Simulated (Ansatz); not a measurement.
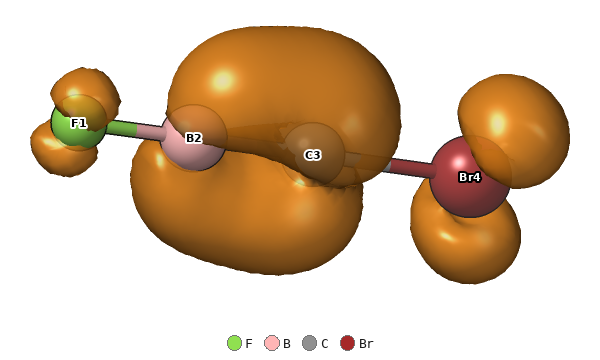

Figure. CBBrF (SMILES FB=[C]Br) (doublet). Isosurfaces of the spin density at +0.03 (orange) and −0.03 e/Å³ (purple), seen from one side.

Computed with UKS B3LYP/def2-SVP in Ansatz 0.2.0.

```xyz
4

F    -1.4896    1.4356   -0.3270
B    -0.5665    0.5475   -0.1253
C     0.3949   -0.3790    0.0848
Br    1.6611   -1.6040    0.3675
```

> Which atoms carry the spin?

The unpaired spin (1 electron) lies mostly on C3 (about 0.5), B2 (about 0.3) and Br4 (about 0.2), in electrons by Hirshfeld's partition.
